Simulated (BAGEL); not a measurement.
# HF/def2-SVP (density fitting with qzvpp-jkfit) run of B2H4Cl2 (SMILES [BH2-]1[Cl+][BH2-][Cl+]1)

What is the energy change on altering one bond length of B2H4Cl2 at HF/def2-SVP (density fitting with qzvpp-jkfit)? 

The results are computed with BAGEL 1.2.2.

2 further runs of the same task are left out: 2 that didn't finish. Runs told in other sessions of the task aren't counted.

**1. Starting point**

B2H4Cl2 has 8 atoms, charge 0, and is taken as a singlet. SMILES: `[BH2-]1[Cl+][BH2-][Cl+]1`. The coordinates come from a GFN2-xTB relaxation.

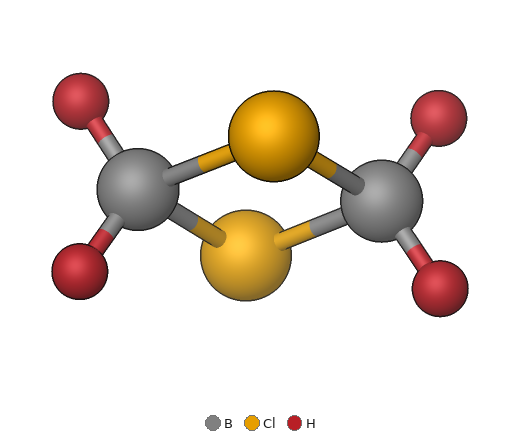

The structure, seen from a chosen angle (boron grey, chlorine amber, hydrogen red).

**2. A single-point energy at HF/def2-SVP (density fitting with qzvpp-jkfit)**

Input file input.json:

```json
{ "bagel": [

{
  "title": "molecule",
  "basis": "svp",
  "df_basis": "qzvpp-jkfit",
  "angstrom": true,
  "geometry": [
    { "atom": "B", "xyz": [   -0.350670,    1.158840,   -0.443780 ] },
    { "atom": "Cl", "xyz": [   -1.121800,   -0.030220,    0.808250 ] },
    { "atom": "B", "xyz": [    0.351220,   -1.159670,    0.443610 ] },
    { "atom": "Cl", "xyz": [    1.114490,    0.023940,   -0.819690 ] },
    { "atom": "H", "xyz": [   -1.043100,    1.274870,   -1.389840 ] },
    { "atom": "H", "xyz": [    0.012300,    2.145660,    0.087030 ] },
    { "atom": "H", "xyz": [    1.043490,   -1.259540,    1.391870 ] },
    { "atom": "H", "xyz": [   -0.005930,   -2.153880,   -0.077460 ] }
  ]
},
{
  "title": "hf"
},
{
  "title": "print",
  "file": "orbitals.molden",
  "orbitals": true
}

]}
```

On the command line:

```sh
BAGEL_NUM_THREADS=1 BAGEL input.json > input.out
```

Output:

```text
* using 1 threads per process

  ===============================================================
  ===============================================================

  *** Geometry ***

  { "atom" : "B", "xyz" : [     -0.662670,      2.189890,     -0.838623 ] },
  { "atom" : "Cl", "xyz" : [     -2.119895,     -0.057108,      1.527371 ] },
  { "atom" : "B", "xyz" : [      0.663710,     -2.191459,      0.838301 ] },
  { "atom" : "Cl", "xyz" : [      2.106081,      0.045240,     -1.548990 ] },
  { "atom" : "H", "xyz" : [     -1.971173,      2.409155,     -2.626417 ] },
  { "atom" : "H", "xyz" : [      0.023244,      4.054710,      0.164463 ] },
  { "atom" : "H", "xyz" : [      1.971910,     -2.380186,      2.630253 ] },
  { "atom" : "H", "xyz" : [     -0.011206,     -4.070243,     -0.146378 ] },

  Number of auxiliary basis functions:      478

  Since a DF basis is specified, we compute 2- and 3-index integrals:
    o Being stored without compression. Storage requirement is 0.027 GB

  Number of basis functions:       84
  Number of electrons      :       48

    * METHOD: MOLECULE                             0.47

  *** RHF ***

  === Nuclear Repulsion ===
   196.8636397515

      * DIIS with orbital gradients will be used.

  === RHF iteration (svp) ===
      0       -970.33587259          0.00772853           0.08
      1       -970.37738994          0.00191983           0.08
      2       -970.38074575          0.00048902           0.08
      3       -970.38091236          0.00010877           0.09
      4       -970.38092449          0.00002656           0.09
      5       -970.38092537          0.00000658           0.08
      6       -970.38092544          0.00000189           0.08
      7       -970.38092545          0.00000035           0.08
      8       -970.38092545          0.00000007           0.08
      9       -970.38092545          0.00000002           0.08
     10       -970.38092545          0.00000001           0.08
    * SCF iteration converged.

    * Permanent dipole moment:
           (    0.000350,     0.003274,     0.001503) a.u.

    * METHOD: HF                                   1.18

    * METHOD: PRINT                                0.02

  ===============================================================
```

It took 2 s on 1 thread of Intel Xeon Platinum 8259CL at 2.50GHz (Skylake/Cascade Lake), shared host; peak memory 0.12 GiB.

**3. The distorted shape, same level**

Input file job.json:

```json
{ "bagel" : [

{
  "title" : "molecule",
  "basis" : "svp",
  "df_basis" : "qzvpp-jkfit",
  "angstrom" : true,
  "geometry" : [
    { "atom" : "B", "xyz" : [      -0.142969,       1.124036,      -0.160000 ] },
    { "atom" : "Cl", "xyz" : [      -0.914099,      -0.065024,       1.092030 ] },
    { "atom" : "B", "xyz" : [       0.558921,      -1.194474,       0.727390 ] },
    { "atom" : "Cl", "xyz" : [       1.322191,      -0.010864,      -0.535910 ] },
    { "atom" : "H", "xyz" : [      -1.043100,       1.274870,      -1.389840 ] },
    { "atom" : "H", "xyz" : [       0.220001,       2.110856,       0.370810 ] },
    { "atom" : "H", "xyz" : [       1.251191,      -1.294344,       1.675650 ] },
    { "atom" : "H", "xyz" : [       0.201771,      -2.188684,       0.206320 ] }
  ]
},

{ "title" : "hf" },

{ "title" : "print", "file" : "orbitals.molden", "orbitals" : true }

]}
```

On the command line:

```sh
BAGEL_NUM_THREADS=1 BAGEL job.json > job.out
```

Output:

```text
* using 1 threads per process

  ===============================================================
  ===============================================================

  *** Geometry ***

  { "atom" : "B", "xyz" : [     -0.270172,      2.124120,     -0.302356 ] },
  { "atom" : "Cl", "xyz" : [     -1.727397,     -0.122878,      2.063638 ] },
  { "atom" : "B", "xyz" : [      1.056208,     -2.257229,      1.374568 ] },
  { "atom" : "Cl", "xyz" : [      2.498579,     -0.020530,     -1.012723 ] },
  { "atom" : "H", "xyz" : [     -1.971173,      2.409155,     -2.626417 ] },
  { "atom" : "H", "xyz" : [      0.415742,      3.988940,      0.700729 ] },
  { "atom" : "H", "xyz" : [      2.364408,     -2.445956,      3.166520 ] },
  { "atom" : "H", "xyz" : [      0.381292,     -4.136013,      0.389888 ] },

  Number of auxiliary basis functions:      478

  Since a DF basis is specified, we compute 2- and 3-index integrals:
    o Being stored without compression. Storage requirement is 0.027 GB

  Number of basis functions:       84
  Number of electrons      :       48

    * METHOD: MOLECULE                             0.43

  *** RHF ***

  === Nuclear Repulsion ===
   195.5732751088

      * DIIS with orbital gradients will be used.

  === RHF iteration (svp) ===
      0       -970.30231499          0.00746255           0.09
      1       -970.34443882          0.00192916           0.08
      2       -970.34822902          0.00043170           0.09
      3       -970.34838306          0.00011288           0.11
      4       -970.34839779          0.00002650           0.08
      5       -970.34839886          0.00000663           0.08
      6       -970.34839893          0.00000201           0.08
      7       -970.34839894          0.00000037           0.08
      8       -970.34839894          0.00000009           0.08
      9       -970.34839894          0.00000003           0.09
     10       -970.34839894          0.00000001           0.11
    * SCF iteration converged.

    * Permanent dipole moment:
           (   -0.163278,     0.091385,    -0.220236) a.u.

    * METHOD: HF                                   1.17

    * METHOD: PRINT                                0.02

  ===============================================================
```

Run time: 1.9 s. Hardware: 1 thread of Intel Xeon Platinum 8259CL at 2.50GHz (Skylake/Cascade Lake), shared host; peak memory 0.12 GiB.

**4. What came out**

Level: HF/def2-SVP (density fitting with qzvpp-jkfit).

| quantity | value |
| --- | --- |
| first shape: total energy | -970.38093 Eh |
| first shape: dipole moment | 0.01 D |
| first shape: HOMO energy | -11.47 eV |
| first shape: LUMO energy | 3.84 eV |
| first shape: HOMO–LUMO gap | 15.31 eV |
| distorted shape: total energy | -970.34840 Eh |
| distorted shape: dipole moment | 0.73 D |
| distorted shape: HOMO energy | -11.02 eV |
| distorted shape: LUMO energy | 3.73 eV |
| distorted shape: HOMO–LUMO gap | 14.76 eV |
| energy change with the B1–H5 bond stretched from 1.178 to 1.532 Å | 0.885 eV |

What this shows: With the B1–H5 bond stretched from 1.178 to 1.532 Å the energy rises by 0.89 eV (85.4 kJ/mol). The first shape isn't relaxed at this level, so the change isn't measured from a minimum.
